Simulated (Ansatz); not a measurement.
**revPBE/def2-SVPD run of AlBNH4F (SMILES [NH2][AlH][BH]F)**

What is the vertical electron affinity of AlBNH4F at revPBE/def2-SVPD? 

The results are computed with Ansatz 0.2.0.

92 further runs of the same task are left out: 92 set aside as unsound or not needed.

## Step 1: Starting point

AlBNH4F: 8 atoms, total charge 0, spin state singlet. SMILES: `[NH2][AlH][BH]F`. The shape is that of a PBE0-D4/def2-TZVP optimisation. This is one conformer, not always the lowest.

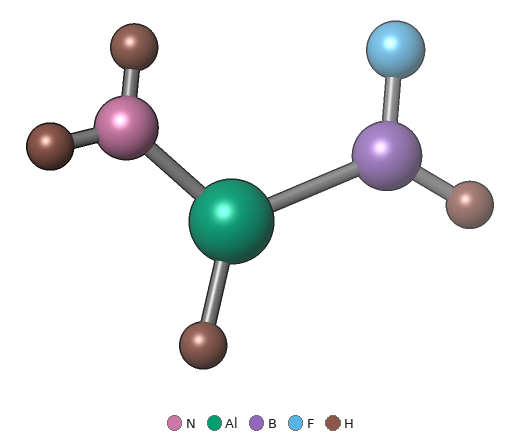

The structure, seen from a chosen angle (nitrogen pink, aluminium teal, boron purple, fluorine blue, hydrogen brown).

## Step 2: A single-point energy at revPBE/def2-SVPD

in.yaml

```yaml
crystal:
  periodic: [false, false, false]
  atoms:
    - symbol: N
      position_ang: [-1.034900, 1.238000, 0.178100]
    - symbol: Al
      position_ang: [0.358400, 0.247200, 0.637000]
    - symbol: B
      position_ang: [0.824000, -1.438600, -0.645900]
    - symbol: F
      position_ang: [0.022100, -1.693000, -1.675500]
    - symbol: H
      position_ang: [-1.365500, 2.050100, 0.674400]
    - symbol: H
      position_ang: [-1.614500, 1.063500, -0.627700]
    - symbol: H
      position_ang: [1.149400, 0.679500, 1.946200]
    - symbol: H
      position_ang: [1.753200, -2.203800, -0.542400]
basis:
  gaussian: {orbitals: def2-SVPD}
hamiltonian: {xc: {name: revPBE}}
accuracy: high
output: {orbitals: {seedname: orbitals}}
```

On the command line:

```bash
$ ansatz run in.yaml --threads 1 --pin off --max-ram 3480MiB --events-out events.jsonl --progress --plain --runs-dir runs
```

What it wrote:

```text
Warning: RAYON_NUM_THREADS=1 ignored (pool sized by the plan → 1); use --threads N
Functional definition: revPBE
  name "revPBE"
  parameter kappa = 1.245
  parameter beta = 0.06672455060314922
  exchange = pbe_x(kappa = kappa, mu = beta*pi^2/3)
  correlation = pbe_c(beta = beta)
2418 factors; integrals over basis functions are off by at most 3.3e-9 eV
mean field evaluation 1: about -11528.1412 eV, gradient 6.9e1 eV
mean field evaluation 2: about -11476.7381 eV, gradient 1.3e2 eV
mean field evaluation 4: about -11537.9254 eV, gradient 8.2e0 eV
mean field evaluation 8: about -11538.1086 eV, gradient 3.4e-1 eV
mean field evaluation 16: about -11538.1054 eV, gradient 1.7e-5 eV
mean field -11538.10544401 eV, -424.0175542587 hartree, gradient 2.6e-8 eV, S^2 0.000000; 0 other end points of the search recorded, 0 dependent functions left out
reference -11538.10545021 eV, -424.0175544863 hartree; 19, 19 occupied and 100, 100 virtual orbitals, 2418 factors
Total energy: -11538.10545021 eV, -424.0175544863 hartree
```

Run time: 11 s. Hardware: 1 thread of Arm Neoverse V1, shared host; peak memory 0.35 GiB.

## Step 3: The doublet anion

in.yaml

```yaml
crystal:
  periodic: [false, false, false]
  atoms:
    - {symbol: N, position_ang: [-1.034900, 1.238000, 0.178100]}
    - {symbol: Al, position_ang: [0.358400, 0.247200, 0.637000]}
    - {symbol: B, position_ang: [0.824000, -1.438600, -0.645900]}
    - {symbol: F, position_ang: [0.022100, -1.693000, -1.675500]}
    - {symbol: H, position_ang: [-1.365500, 2.050100, 0.674400]}
    - {symbol: H, position_ang: [-1.614500, 1.063500, -0.627700]}
    - {symbol: H, position_ang: [1.149400, 0.679500, 1.946200]}
    - {symbol: H, position_ang: [1.753200, -2.203800, -0.542400]}
basis:
  gaussian: {orbitals: def2-SVPD}
total_charge: -1
magnetization: {spin_polarized: true, initial_magnetization: 1}
hamiltonian: {xc: {name: revPBE}}
accuracy: high
output: {orbitals: {seedname: orbitals}}
```

On the command line:

```bash
$ ansatz run in.yaml --threads 1 --pin off --max-ram 3480MiB --events-out events.jsonl --progress --plain --runs-dir runs
```

What it wrote:

```text
Warning: RAYON_NUM_THREADS=1 ignored (pool sized by the plan → 1); use --threads N
[... 6 set-up lines as earlier in the session ...]
2418 factors; integrals over basis functions are off by at most 3.3e-9 eV
mean field evaluation 1: about -11532.2149 eV, gradient 3.7e1 eV
mean field evaluation 2: about -11509.9959 eV, gradient 7.4e1 eV
mean field evaluation 4: about -11538.2335 eV, gradient 8.1e0 eV
mean field evaluation 8: about -11538.4833 eV, gradient 3.8e-1 eV
mean field evaluation 16: about -11538.4843 eV, gradient 8.9e-5 eV
mean field -11538.48430198 eV, -424.0314770321 hartree, gradient 4.6e-8 eV, S^2 0.754162; 1 other end points of the search recorded, 0 dependent functions left out
reference -11538.48430773 eV, -424.0314772434 hartree; 20, 19 occupied and 99, 100 virtual orbitals, 2418 factors
Total energy: -11538.48430773 eV, -424.0314772434 hartree
```

It took 18 s on 1 thread of Arm Neoverse V1, shared host; peak memory 0.42 GiB.

## Step 4: What came out

At revPBE/def2-SVPD:

```
                                         quantity          value
                    singlet AlBNH4F: total energy  -424.01755 Eh
                     singlet AlBNH4F: HOMO energy       -5.98 eV
                     singlet AlBNH4F: LUMO energy       -2.95 eV
                   singlet AlBNH4F: HOMO–LUMO gap        3.03 eV
                      doublet anion: total energy  -424.03148 Eh
doublet anion: HOMO energy (highest over α and β)        2.18 eV
 doublet anion: LUMO energy (lowest over α and β)        3.16 eV
                              doublet anion: ⟨S²⟩          0.754
vertical electron affinity (to the doublet anion)       0.379 eV
```

What this shows: At fixed nuclei the extra electron is bound by 0.38 eV (36.6 kJ/mol). The HOMO (doublet anion) lies at positive energy, 2.18 eV, as semi-local functionals often give for anions; only total energies tell whether the electron is bound.
